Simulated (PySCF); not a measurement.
**C₆H₁₂ClFSi: density, localisation and related maps**

Input file:

```
{"job": {"kind": "nmr", "xc": "PBE0", "basis": "pcSseg-1"}, "charge": 0, "multiplicity": 1}
F      2.212876     0.017149     1.964093
C      2.817555    -0.506277     0.856408
Cl     3.470613     0.845997    -0.108760
Si     1.565869    -1.524270    -0.215361
C      0.320053    -0.318955    -0.988174
C     -0.429844     0.534334     0.027427
C     -1.609281     1.368108    -0.508718
C     -2.477641     0.852661     0.648294
C     -1.400317    -0.193621     0.972675
H      3.679695    -1.072621     1.218504
H      2.390841    -2.191568    -1.223386
H      0.958927    -2.478192     0.715459
H      0.841829     0.344045    -1.683376
H     -0.403822    -0.883526    -1.579925
H      0.272557     1.157545     0.581309
H     -1.955091     1.021906    -1.481420
H     -1.455252     2.444265    -0.552370
H     -2.602883     1.588223     1.439969
H     -3.454879     0.460840     0.373311
H     -1.091142    -0.260735     2.013099
H     -1.659584    -1.188365     0.613391
```

Launched as:

```sh
OMP_NUM_THREADS=1 python probes_run.py task.json out
```

Geometry: GFN2-xTB.

All numbers below come from PBE0/pcSseg-1, SCF density, gas phase, non-relativistic (PySCF).

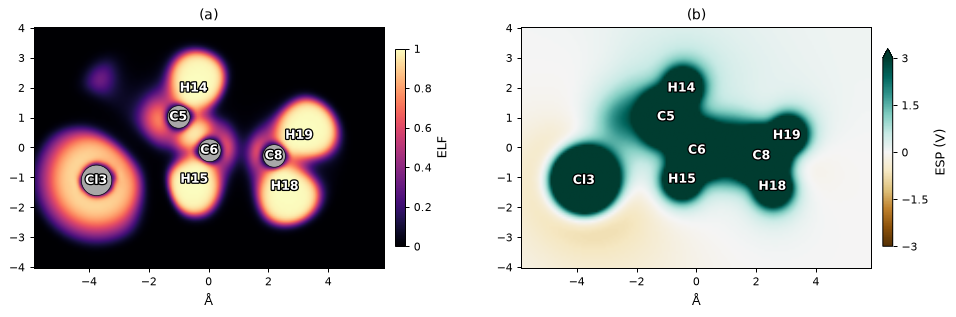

Figure 1. (a) electron localisation function; (b) electrostatic potential on the plane of atoms H18, C8 and H19. Grey discs cover the atomic cores in the ELF map.

Question: Describe what can be read from this map.

Answer: Atoms in the plane: Cl, C and H.
C–C (1.52 Å): the ELF peaks at about 0.95 between the atoms (a covalent bond).
C–H (1.09 Å): the ELF climbs to about 1 towards the hydrogen, as it does in any bond to H (a covalent bond by its length).
The ELF also peaks beside Cl3, away from the bonds: lone-pair regions.
Outside the dense part of the molecule the potential is most negative (−0.7 V) near Cl3.

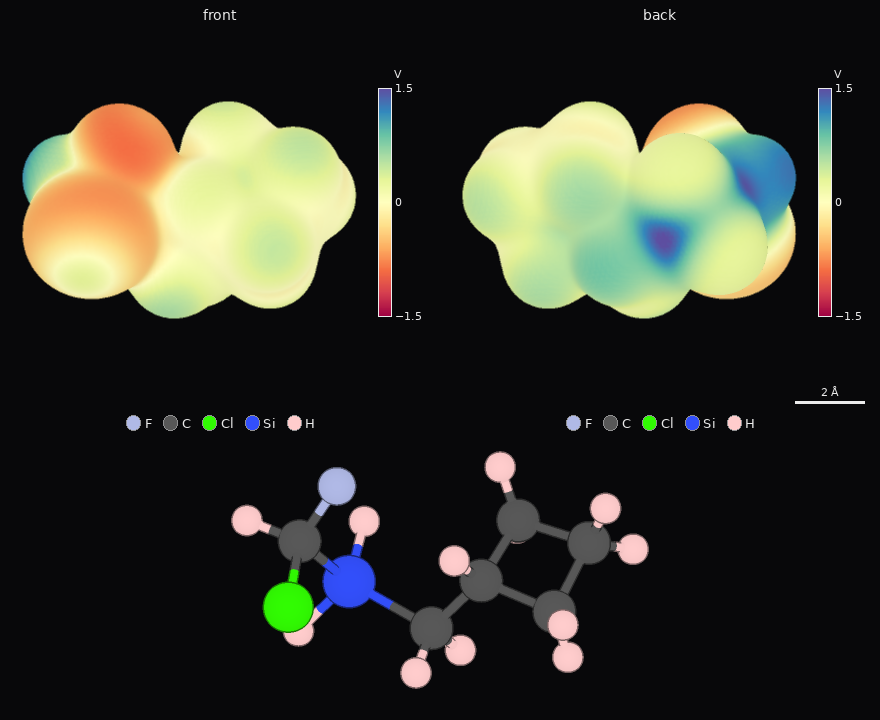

Figure 2. The electrostatic potential painted on the density surface at 0.002 e/bohr³, seen from the front and from behind; the colour scale runs from red (negative) to blue (positive). The bare structure is drawn below in the same view.

Question: Where is the surface potential most negative and most positive?

Answer: The most negative region (about −0.9 V, or −21 kcal/mol for a unit charge) lies over F1, the most positive (about +1.4 V, or +32 kcal/mol for a unit charge) over Si4. Cl3 shows a σ-hole: about +0.3 V at the tip opposite its bond, against about −0.4 V, or −9 kcal/mol for a unit charge on its flanks.

Question: What dipole moment does the calculation give?

Answer: Its dipole moment is 1.80 D.
